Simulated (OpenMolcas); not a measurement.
# A ladder of methods for AlH2F (SMILES [H][Al]([H])[F])

AlH2F has 4 atoms, charge 0, and is taken as a singlet. SMILES: `[H][Al]([H])[F]`. The shape comes from GFN2-xTB, which is rough for such elements, and wasn't checked as a minimum.

```xyz
4

Al    0.0196    0.0327    0.0009
H     1.5469   -0.0179    0.0141
H    -0.7390    1.3588   -0.0194
F    -0.8275   -1.3736    0.0044
```

Quantity: the energy change with the Al1–H3 bond stretched from 1.528 to 3.820 Å, in eV. The values are calculated.

```
                     level                   kind     program  value (eV)  less FCI/STO-3G  CPU time (all runs)
    HF/STO-3G (restricted)           Hartree–Fock  OpenMolcas        9.90            +4.76                3.2 s
 SVWN5/STO-3G (restricted)                    LDA  OpenMolcas        6.71            +1.57                 12 s
   PBE/STO-3G (restricted)                    GGA  OpenMolcas        6.48            +1.34                 17 s
B2PLYP/STO-3G (restricted)          double hybrid  OpenMolcas        6.64            +1.50                8.3 s
   MP2/STO-3G (restricted)    perturbation theory  OpenMolcas        6.63            +1.49                3.4 s
        CASSCF(2,2)/STO-3G         multireference  OpenMolcas        5.25            +0.11                3.6 s
     SC-NEVPT2(2,2)/STO-3G         multireference  OpenMolcas        5.18            +0.04                3.3 s
  ACPF/STO-3G (restricted)  coupled cluster or CI  OpenMolcas       -2.77            -7.91                3.6 s
                FCI/STO-3G     exact in the basis  OpenMolcas        5.14             0.00                9.5 s
```

FCI/STO-3G is exact within its basis and frozen core, so for wave-function methods in that basis the difference is their error; functionals converge differently with the basis, so for them it is only a difference. Spin-restricted single references rise too steeply as a bond breaks, Hartree–Fock most of all. Perturbation and coupled-cluster corrections on them can overshoot downwards. The first shape isn't each level's own minimum. The values span -2.77 to 9.90 eV. All rows use very small basis sets, so even the best lies far from the true value. Times are those of the runs behind each value, whatever else they computed, on shared processors of several kinds: orders of magnitude only.

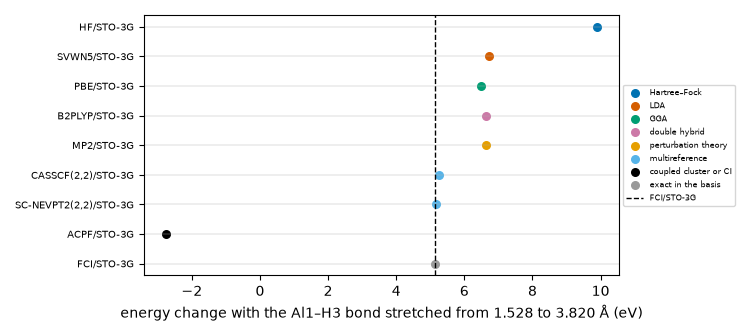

The values of the table, level by level.
